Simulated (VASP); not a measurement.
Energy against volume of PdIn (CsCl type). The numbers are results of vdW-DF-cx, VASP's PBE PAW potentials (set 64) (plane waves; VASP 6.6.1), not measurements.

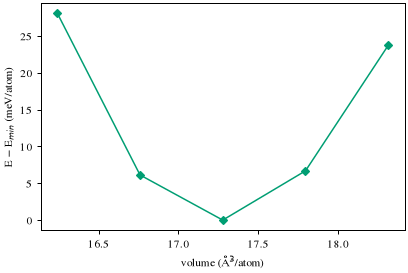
Figure. Energy against volume

### Question
Estimate the equilibrium volume and the bulk modulus.

### Answer
The minimum lies near 17.2 Å³/atom, and the curvature gives B0 of about 130 GPa.

The compound is PdIn in the CsCl type structure. It was relaxed first.
